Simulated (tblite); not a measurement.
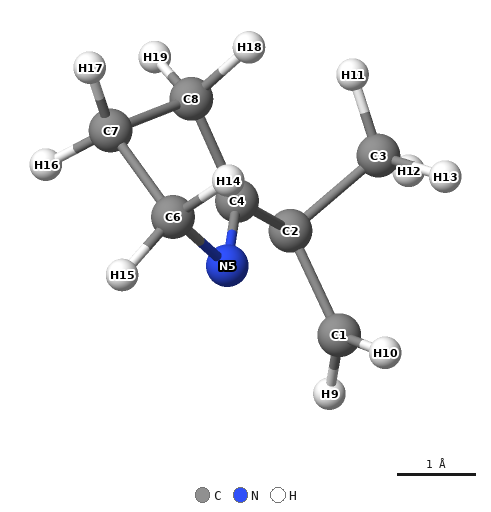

C$_{7}$H$_{11}$N (charge +1, multiplicity 2), before the relaxation. A ball-and-stick model, seen from a free direction.

All numbers below come from GFN2-xTB geometry optimisation, gas phase (tblite).

```xyz
19

C    -1.9942    1.1600   -0.9825
C    -1.3976   -0.1855   -0.7209
C    -2.2294   -0.8206    0.3790
C     0.0162    0.0100   -0.2581
N     0.5793    1.1653   -0.2930
C     1.9272    1.0639    0.2017
C     2.2831   -0.4077   -0.0398
C     0.9309   -1.0107    0.2991
H    -2.5585    1.3115   -1.9005
H    -1.8915    1.9708   -0.2702
H    -1.7183   -1.6909    0.8101
H    -3.2273   -1.1152   -0.0357
H    -2.4647   -0.0114    1.1284
H     1.9518    1.2468    1.2797
H     2.5700    1.7429   -0.3802
H     2.4409   -0.5754   -1.1082
H     3.0871   -0.7586    0.6120
H     0.8602   -1.0656    1.4152
H     0.8250   -2.0202   -0.1435
```

### Where does the relaxation end?

The largest move after the best rigid fit is that of H13, 1.34 Å. By element the largest moves are H 1.34 Å, C 0.64 Å, N 0.17 Å. Near-neighbour distances that change, for instance: C1–C2 1.495 → 1.358 Å, C2–C4 1.500 → 1.445 Å, N5–C6 1.439 → 1.400 Å, C2–C3 1.518 → 1.483 Å. Bond angles that change, for instance: C1–C2–C3 106.5° → 122.7°, C1–C2–C4 108.2° → 118.9°, H14–C6–H15 113.9° → 103.5°. The energy falls by 68.6 kcal/mol in 118 geometry steps.

History of the run:

```json
{"step": "0", "E − E(0), kcal/mol": "0.00"}
{"step": "1", "E − E(0), kcal/mol": "-12.07"}
{"step": "2", "E − E(0), kcal/mol": "-20.72"}
{"step": "3", "E − E(0), kcal/mol": "-25.45"}
{"step": "4", "E − E(0), kcal/mol": "-27.98"}
{"step": "5", "E − E(0), kcal/mol": "-31.22"}
{"step": "6", "E − E(0), kcal/mol": "-36.37"}
{"step": "7", "E − E(0), kcal/mol": "-39.90"}
{"step": "8", "E − E(0), kcal/mol": "-44.05"}
{"step": "9", "E − E(0), kcal/mol": "-47.29"}
{"step": "10", "E − E(0), kcal/mol": "-50.71"}
{"step": "16", "E − E(0), kcal/mol": "-63.03"}
{"step": "21", "E − E(0), kcal/mol": "-65.01"}
{"step": "27", "E − E(0), kcal/mol": "-65.68"}
{"step": "33", "E − E(0), kcal/mol": "-65.89"}
{"step": "38", "E − E(0), kcal/mol": "-66.09"}
{"step": "44", "E − E(0), kcal/mol": "-66.61"}
{"step": "50", "E − E(0), kcal/mol": "-67.06"}
{"step": "55", "E − E(0), kcal/mol": "-67.32"}
{"step": "61", "E − E(0), kcal/mol": "-67.69"}
{"step": "67", "E − E(0), kcal/mol": "-67.93"}
{"step": "73", "E − E(0), kcal/mol": "-68.08"}
{"step": "78", "E − E(0), kcal/mol": "-68.18"}
{"step": "84", "E − E(0), kcal/mol": "-68.24"}
{"step": "90", "E − E(0), kcal/mol": "-68.35"}
{"step": "95", "E − E(0), kcal/mol": "-68.47"}
{"step": "101", "E − E(0), kcal/mol": "-68.51"}
{"step": "107", "E − E(0), kcal/mol": "-68.54"}
{"step": "112", "E − E(0), kcal/mol": "-68.58"}
{"step": "118", "E − E(0), kcal/mol": "-68.60"}
```

The structure at the end:

```xyz
19

C    -2.0825    1.3346   -0.6859
C    -1.4592    0.2183   -0.2273
C    -2.1935   -1.0185    0.1322
C    -0.0215    0.2302   -0.0820
N     0.6928    1.2663   -0.3672
C     2.0598    1.0533   -0.1531
C     2.2316   -0.3837    0.3614
C     0.7995   -0.9253    0.4058
H    -3.1520    1.3677   -0.8146
H    -1.5190    2.2196   -0.9331
H    -1.8299   -1.8675   -0.4500
H    -3.2600   -0.9061   -0.0371
H    -2.0295   -1.2733    1.1815
H     2.4359    1.8250    0.5350
H     2.5971    1.2603   -1.0905
H     2.8701   -0.9660   -0.3040
H     2.7078   -0.4005    1.3428
H     0.4875   -1.2234    1.4108
H     0.6554   -1.8017   -0.2320
```

After the run, drawn alike:

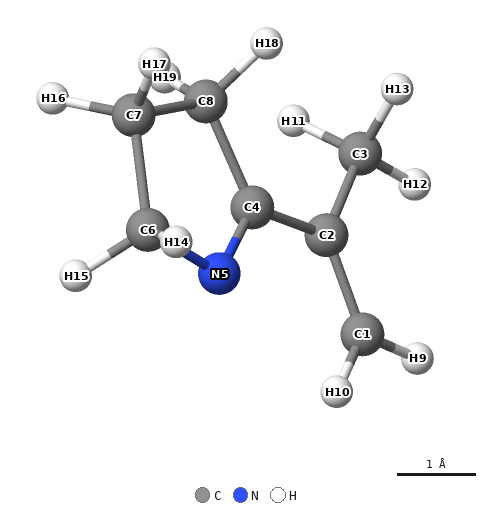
